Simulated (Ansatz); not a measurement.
## Run report: C₂H₉BO, single-point calculation

The run: single-point calculation of C₂H₉BO, SMILES [BH3-][O+](C)C. Method and program: RKS B97/STO-3G (Ansatz 0.2.0).

The geometry comes from this level: PBE0-D4/def2-TZVP. Figures and captions count atoms from 1; the log counts them from 0 in places.

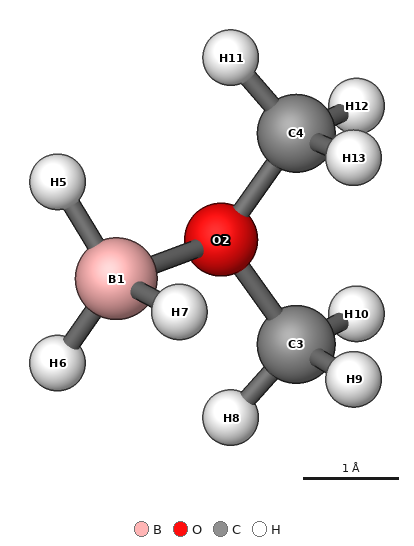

Figure 1. The structure (ball-and-stick view, seen at a tilt; atoms are numbered from 1 in the order of the input). Bond lengths as drawn: B–H 1.21 to 1.22 Å, B–O 1.63 Å, C–H 1.09 Å and C–O 1.43 Å.

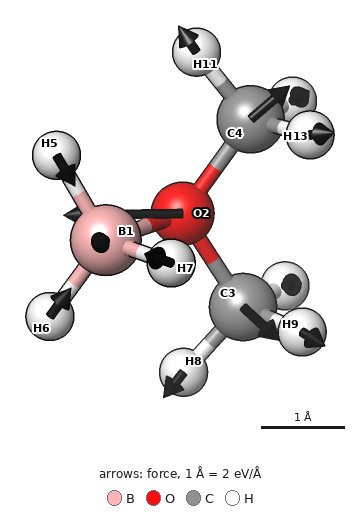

Figure 2. Forces on the atoms as black arrows (ball-and-stick view, seen at a tilt; atoms are numbered from 1 in the order of the input). The largest act on O2 (2.97 eV/Å); C3, C4 (1.28 eV/Å); H7 (1.01 eV/Å); H5, H6 (0.92 eV/Å). The geometry is not a stationary point of this energy.

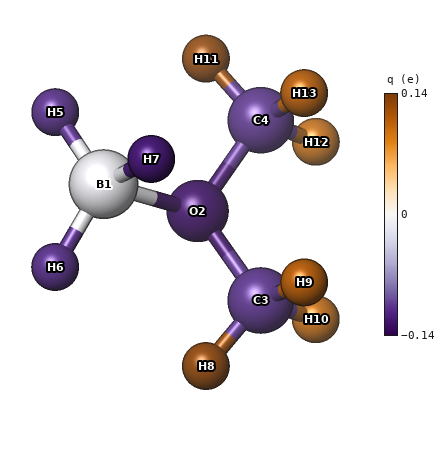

Figure 3. Mulliken charges, as the colour of each atom (ball-and-stick view, seen at a tilt; atoms are numbered from 1 in the order of the input). By element: B −0.01, O −0.13, C −0.11 and H −0.12 to +0.13 e.

The input that produced these results follows, with the program's output.

**The input**
```yaml
crystal:
  periodic: [false, false, false]
  atoms:
    - {symbol: B, position_ang: [-0.557129, 1.108033, -0.872179]}
    - {symbol: O, position_ang: [-0.368818, -0.077657, 0.231220]}
    - {symbol: C, position_ang: [0.571805, 0.257323, 1.250016]}
    - {symbol: C, position_ang: [-0.103359, -1.348392, -0.360127]}
    - {symbol: H, position_ang: [-1.434633, 0.689846, -1.587671]}
    - {symbol: H, position_ang: [-0.856033, 2.068426, -0.204998]}
    - {symbol: H, position_ang: [0.530831, 1.188378, -1.407569]}
    - {symbol: H, position_ang: [0.249801, 1.205310, 1.671642]}
    - {symbol: H, position_ang: [1.568588, 0.363331, 0.813148]}
    - {symbol: H, position_ang: [0.562732, -0.526991, 2.008594]}
    - {symbol: H, position_ang: [-0.901802, -1.532920, -1.073269]}
    - {symbol: H, position_ang: [-0.101135, -2.107433, 0.423786]}
    - {symbol: H, position_ang: [0.859551, -1.321952, -0.877596]}
basis:
  gaussian: {orbitals: STO-3G}
hamiltonian: {xc: {name: B97}, pseudopotentials: {relativity: scalar}}
output: {forces: true}
```

Launched with:
```bash
ansatz run in.yaml --threads 4 --pin off --events-out ev --progress --plain --max-ram 10444MiB
```

**Output**
```
Functional definition: B97
  name "B97"
  cite "Becke, J. Chem. Phys. 107, 8554 (1997) doi:10.1063/1.475007"
  parameter cx = 0.1943
  parameter cx0 = 0.8094
  parameter cx1 = 0.5073
  parameter cx2 = 0.7481
  parameter css0 = 0.1737
  parameter css1 = 2.3487
  parameter css2 = -2.4868
  parameter cos0 = 0.9454
  parameter cos1 = 0.7471
  parameter cos2 = -4.5961
  exchange = spin_sum(e_x_unif_s*poly(b97_u_x, cx0, cx1, cx2)) + cx*exact_x
  correlation = spin_sum(e_c_pw_same_spin*poly(b97_u_same, css0, css1, css2))
      + integral(e_c_pw_opposite_spin*poly(b97_u_opposite, cos0, cos1, cos2))
410 factors; integrals over basis functions are off by at most 3.9e-5 eV
mean field evaluation 1: about -4881.3413 eV, gradient 1.7e1 eV
mean field evaluation 2: about -4881.8007 eV, gradient 1.3e1 eV
mean field evaluation 4: about -4882.3092 eV, gradient 7.9e-1 eV
mean field evaluation 8: about -4882.2403 eV, gradient 1.2e-2 eV
mean field -4882.24029329 eV, -179.4190214771 hartree, gradient 1.2e-5 eV, S^2 0.000000; 0 other end points of the search recorded, 0 dependent functions left out
the calculation of the forces begins
reference -4882.24030860 eV, -179.4190220395 hartree; 17, 17 occupied and 12, 12 virtual orbitals, 410 factors
Total energy: -4882.24030860 eV, -179.4190220395 hartree
Relativity: scalar
Atom 0 at    -0.557129     1.108033    -0.872179 Å, force    -0.010539     0.491341    -0.485613 eV/Å
Atom 1 at    -0.368818    -0.077657     0.231220 Å, force    -2.213435     1.787187    -0.854035 eV/Å
Atom 2 at     0.571805     0.257323     1.250016 Å, force     0.979918     0.037701     0.821527 eV/Å
Atom 3 at    -0.103359    -1.348392    -0.360127 Å, force     0.489265    -1.129414    -0.348769 eV/Å
Atom 4 at    -1.434633     0.689846    -1.587671 Å, force     0.659358     0.293109     0.564374 eV/Å
Atom 5 at    -0.856033     2.068426    -0.204998 Å, force     0.222553    -0.747971    -0.479764 eV/Å
Atom 6 at     0.530831     1.188378    -1.407569 Å, force    -0.904541    -0.062944     0.441173 eV/Å
Atom 7 at     0.249801     1.205310     1.671642 Å, force    -0.198801     0.715029     0.360079 eV/Å
Atom 8 at     1.568588     0.363331     0.813148 Å, force     0.772870     0.099678    -0.113169 eV/Å
Atom 9 at     0.562732    -0.526991     2.008594 Å, force     0.093353    -0.486384     0.588322 eV/Å
Atom 10 at    -0.901802    -1.532920    -1.073269 Å, force    -0.581498    -0.194750    -0.551782 eV/Å
Atom 11 at    -0.101135    -2.107433     0.423786 Å, force     0.038676    -0.617234     0.457095 eV/Å
Atom 12 at     0.859551    -1.321952    -0.877596 Å, force     0.652822    -0.185348    -0.399438 eV/Å
Dipole moment:     0.399979    -0.781588     0.611686 e Å
```

**Results in brief**

```tsv
quantity	value
outcome	converged
total energy	−4882.2403 eV
SCF solution under orbital rotations	stable
largest force (length of the vector)	2.970 eV/Å
dipole moment	5.14 D
hardware	4 threads of Arm Neoverse V2, 23 GiB of memory available, shared host
wall time	1 s (CPU time 3.7 s)
peak memory	0.14 GiB
```
